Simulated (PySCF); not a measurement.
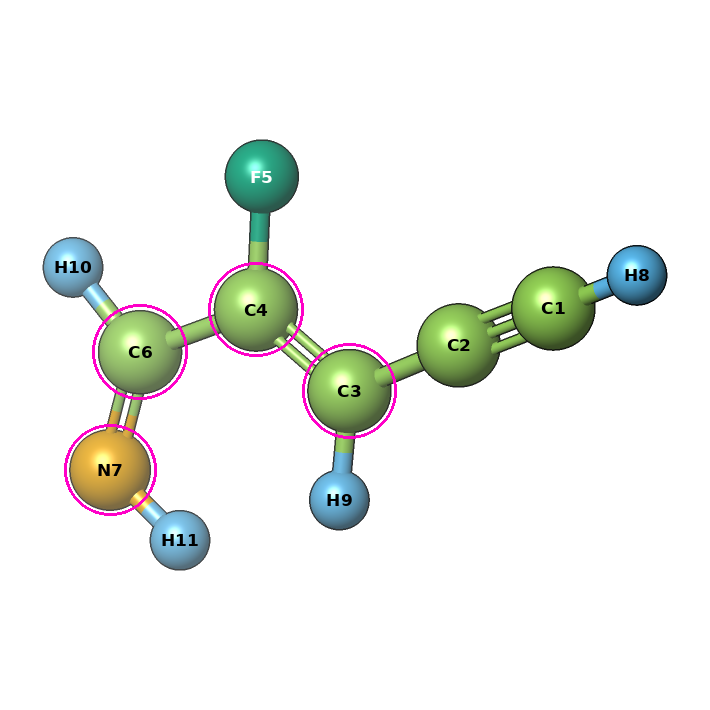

Distant atoms are faded towards the background colour. Circles mark the stereogenic atoms. The geometry was computed by an optimisation with PBE0-D3(BJ)/def2-SVP. No frequency run is at hand to confirm it as a minimum.

Q: What are the Cahn–Ingold–Prelog descriptors?

A: C3=C4: Z; C6=N7: Z.

Q: Give a SMILES with the stereochemistry.

A: [H]/N=C\C(F)=C\C#C
